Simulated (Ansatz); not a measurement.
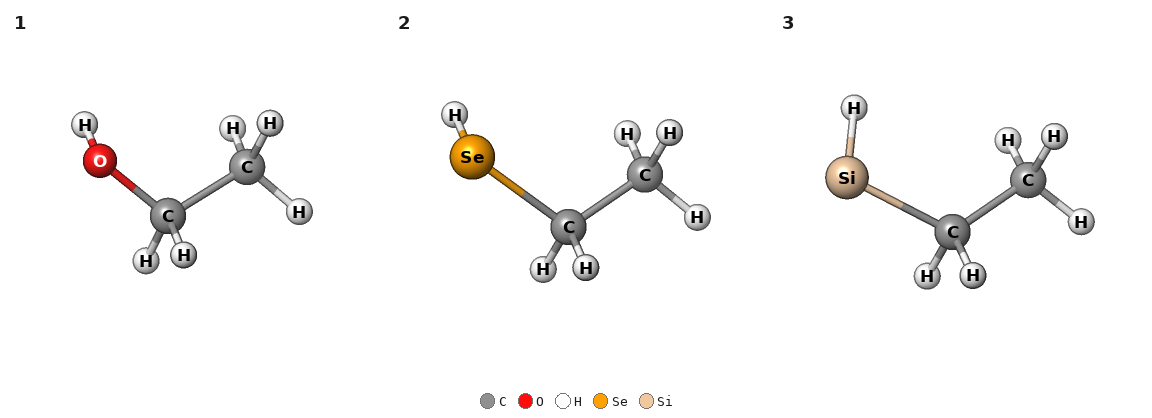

3 molecules with one skeleton, seen from the same side and at one scale. Charge 0, singlet. Computed geometries: PBE0-D4/def2-TZVP optimisations, one conformation each. Properties computed with Ansatz 0.2.0.

One atom differs, called X below: O in panel 1, Se in panel 2, Si in panel 3. Their formulas are C2H6O (`CCO`), C2H6Se (`CC[SeH]`), C2H6Si (`CC[SiH]`).

> Rank them by the length of X–H, lowest first (PBE0-D4/def2-TZVP).

1 (O), 2 (Se), 3 (Si).

> Rank them by the length of X–C, lowest first (PBE0-D4/def2-TZVP).

1 (O), 3 (Si), 2 (Se).

Give the values. With PBE0-D4/def2-TZVP: length of X–C (Å), length of X–H (Å), angle C–X–H (°). With PBE0-D4/def2-SVP: HOMO energy (Kohn–Sham orbital) (eV), HOMO–LUMO gap (eV). With PBE-D4/def2-TZVPP: dipole moment (D).

```tsv
quantity	1 (O)	2 (Se)	3 (Si)
length of X–C (Å)	1.413	1.958	1.891
length of X–H (Å)	0.961	1.469	1.532
angle C–X–H (°)	108.2	95.0	94.7
HOMO energy (Kohn–Sham orbital) (eV)	−7.57	−6.32	−6.20
HOMO–LUMO gap (eV)	9.33	6.82	3.78
dipole moment (D)	1.56	1.55	1.28
```
